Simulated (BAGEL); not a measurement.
# BPH3F3 (SMILES [BH3-][P+](F)(F)F) at HF/6-31G(d) (density fitting with cc-pvqz-jkfit, spherical functions)

Aim: the energy change on altering one bond length of BPH3F3 at HF/6-31G* (density fitting with cc-pvqz-jkfit, spherical functions), from 2 runs. 

The results are computed with BAGEL 1.2.2.

**1. The structure to begin with**

BPH3F3: 8 atoms, total charge 0, spin state singlet. As SMILES, `[BH3-][P+](F)(F)F`. The shape is that of a PBE0-D4/def2-TZVP optimisation.

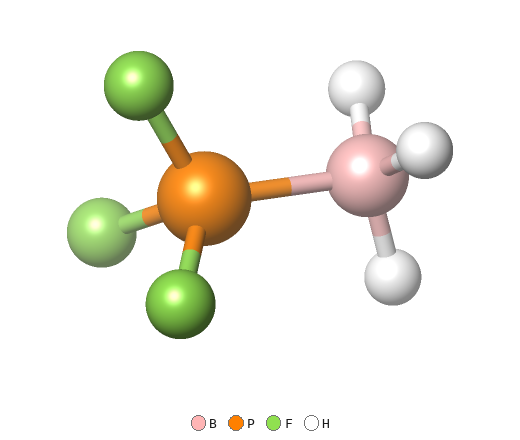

Viewed from a chosen angle; boron pink, phosphorus orange, fluorine green, hydrogen white.

**2. A single-point energy at HF/6-31G(d) (density fitting with cc-pvqz-jkfit, spherical functions)**

job.json

```json
{ "bagel": [

{
  "title": "molecule",
  "basis": "6-31gs.json",
  "df_basis": "cc-pvqz-jkfit",
  "angstrom": "true",
  "geometry": [
    { "atom": "B", "xyz": [   -0.079940,    0.958130,    0.502960 ] },
    { "atom": "P", "xyz": [    0.055250,   -0.662160,   -0.347680 ] },
    { "atom": "F", "xyz": [    0.301370,   -1.910790,    0.523410 ] },
    { "atom": "F", "xyz": [   -1.155920,   -1.141880,   -1.173150 ] },
    { "atom": "F", "xyz": [    1.178770,   -0.833130,   -1.390240 ] },
    { "atom": "H", "xyz": [   -1.022770,    0.798330,    1.239980 ] },
    { "atom": "H", "xyz": [   -0.266070,    1.727350,   -0.408780 ] },
    { "atom": "H", "xyz": [    0.989320,    1.064150,    1.053500 ] }
  ]
},
{ "title": "hf" },
{ "title": "print", "file": "orbitals.molden", "orbitals": "true" }

]}
```

The basis set 6-31G* is read from a file made from the Basis Set Exchange's data (not shown).

The run is started by

```console
$ BAGEL_NUM_THREADS=1 BAGEL job.json > job.out
```

The log of the run:

```text
* using 1 threads per process

  ===============================================================
  ===============================================================

  *** Geometry ***

  { "atom" : "B", "xyz" : [     -0.151065,      1.810603,      0.950457 ] },
  { "atom" : "P", "xyz" : [      0.104407,     -1.251301,     -0.657020 ] },
  { "atom" : "F", "xyz" : [      0.569507,     -3.610870,      0.989102 ] },
  { "atom" : "F", "xyz" : [     -2.184372,     -2.157840,     -2.216932 ] },
  { "atom" : "F", "xyz" : [      2.227552,     -1.574388,     -2.627173 ] },
  { "atom" : "H", "xyz" : [     -1.932755,      1.508625,      2.343223 ] },
  { "atom" : "H", "xyz" : [     -0.502799,      3.264218,     -0.772482 ] },
  { "atom" : "H", "xyz" : [      1.869544,      2.010952,      1.990826 ] },

  Number of auxiliary basis functions:      725

  Since a DF basis is specified, we compute 2- and 3-index integrals:
    o Being stored without compression. Storage requirement is 0.037 GB

  Number of basis functions:       80
  Number of electrons      :       50

    * METHOD: MOLECULE                             0.58

  *** RHF ***

  === Nuclear Repulsion ===
   269.8580795941

      * DIIS with orbital gradients will be used.

  === RHF iteration (6-31gs.json) ===
      0       -665.29292621          0.02196555           0.13
      1       -665.45104968          0.01353100           0.13
      2       -665.52689209          0.00117410           0.13
      3       -665.52808950          0.00027586           0.13
      4       -665.52816531          0.00006386           0.12
      5       -665.52817008          0.00000977           0.13
      6       -665.52817019          0.00000275           0.13
      7       -665.52817019          0.00000076           0.13
      8       -665.52817019          0.00000019           0.13
      9       -665.52817019          0.00000007           0.13
     10       -665.52817019          0.00000002           0.13
     11       -665.52817019          0.00000001           0.13
    * SCF iteration converged.

    * Permanent dipole moment:
           (   -0.058030,     0.695431,     0.365206) a.u.

    * METHOD: HF                                   1.79

    * METHOD: PRINT                                0.02

  ===============================================================
```

Run time: 2.5 s. Hardware: 1 thread of Arm Neoverse V1, shared host; peak memory 0.15 GiB.

**3. The distorted shape at the same level**

hf.json

```json
{ "bagel": [

{
  "title": "molecule",
  "basis": "6-31gs.json",
  "df_basis": "cc-pvqz-jkfit",
  "angstrom": "true",
  "geometry": [
    { "atom": "B", "xyz": [   -0.641672,    1.043611,    1.024214 ] },
    { "atom": "P", "xyz": [   -0.506482,   -0.576679,    0.173574 ] },
    { "atom": "F", "xyz": [   -0.260362,   -1.825309,    1.044664 ] },
    { "atom": "F", "xyz": [   -1.717652,   -1.056399,   -0.651896 ] },
    { "atom": "F", "xyz": [    1.178770,   -0.833130,   -1.390240 ] },
    { "atom": "H", "xyz": [   -1.584502,    0.883811,    1.761234 ] },
    { "atom": "H", "xyz": [   -0.827802,    1.812831,    0.112474 ] },
    { "atom": "H", "xyz": [    0.427588,    1.149631,    1.574754 ] }
  ]
},
{ "title": "hf" },
{ "title": "print", "file": "orbitals.molden", "orbitals": "true" }

]}
```

The basis set 6-31G* is read from a file made from the Basis Set Exchange's data (not shown).

The run is started by

```console
$ BAGEL_NUM_THREADS=1 BAGEL hf.json > hf.out
```

The log of the run:

```text
* using 1 threads per process

  ===============================================================
  ===============================================================

  *** Geometry ***

  { "atom" : "B", "xyz" : [     -1.212584,      1.972139,      1.935484 ] },
  { "atom" : "P", "xyz" : [     -0.957112,     -1.089765,      0.328007 ] },
  { "atom" : "F", "xyz" : [     -0.492013,     -3.449334,      1.974129 ] },
  { "atom" : "F", "xyz" : [     -3.245892,     -1.996305,     -1.231905 ] },
  { "atom" : "F", "xyz" : [      2.227552,     -1.574388,     -2.627173 ] },
  { "atom" : "H", "xyz" : [     -2.994275,      1.670161,      3.328250 ] },
  { "atom" : "H", "xyz" : [     -1.564319,      3.425754,      0.212545 ] },
  { "atom" : "H", "xyz" : [      0.808024,      2.172488,      2.975854 ] },

  Number of auxiliary basis functions:      725

  Since a DF basis is specified, we compute 2- and 3-index integrals:
    o Being stored without compression. Storage requirement is 0.037 GB

  Number of basis functions:       80
  Number of electrons      :       50

    * METHOD: MOLECULE                             0.60

  *** RHF ***

  === Nuclear Repulsion ===
   244.5718213901

      * DIIS with orbital gradients will be used.

  === RHF iteration (6-31gs.json) ===
      0       -665.00687475          0.02483996           0.12
      1       -665.10291133          0.02272523           0.12
      2       -665.36263454          0.00266717           0.12
      3       -665.36738903          0.00118628           0.11
      4       -665.36856317          0.00028283           0.12
      5       -665.36871460          0.00010491           0.12
      6       -665.36873687          0.00004337           0.12
      7       -665.36874106          0.00001262           0.12
      8       -665.36874129          0.00000648           0.12
      9       -665.36874131          0.00000253           0.13
     10       -665.36874133          0.00000118           0.12
     11       -665.36874133          0.00000064           0.13
     12       -665.36874133          0.00000031           0.13
     13       -665.36874133          0.00000012           0.13
     14       -665.36874133          0.00000004           0.12
     15       -665.36874133          0.00000002           0.13
     16       -665.36874133          0.00000001           0.12
     17       -665.36874133          0.00000001           0.13
    * SCF iteration converged.

    * Permanent dipole moment:
           (    1.037193,     0.302947,    -0.753476) a.u.

    * METHOD: HF                                   2.46

    * METHOD: PRINT                                0.02

  ===============================================================
```

Run time: 3.3 s. Hardware: 1 thread of Arm Neoverse V1, shared host; peak memory 0.15 GiB.

**4. What came out**

At HF/6-31G* (density fitting with cc-pvqz-jkfit, spherical functions):

| quantity | value |
| --- | --- |
| first shape: total energy | -665.52817 Eh |
| first shape: dipole moment | 2.00 D |
| first shape: HOMO energy | -13.03 eV |
| first shape: LUMO energy | 4.38 eV |
| first shape: HOMO–LUMO gap | 17.42 eV |
| distorted shape: total energy | -665.36874 Eh |
| distorted shape: dipole moment | 3.35 D |
| distorted shape: HOMO energy | -13.39 eV |
| distorted shape: LUMO energy | -0.53 eV |
| distorted shape: HOMO–LUMO gap | 12.87 eV |
| energy change with the P2–F5 bond stretched from 1.542 to 2.313 Å | 4.338 eV |

With the P2–F5 bond stretched from 1.542 to 2.313 Å the energy rises by 4.34 eV (419 kJ/mol). The first shape isn't relaxed at this level, so the change isn't measured from a minimum.
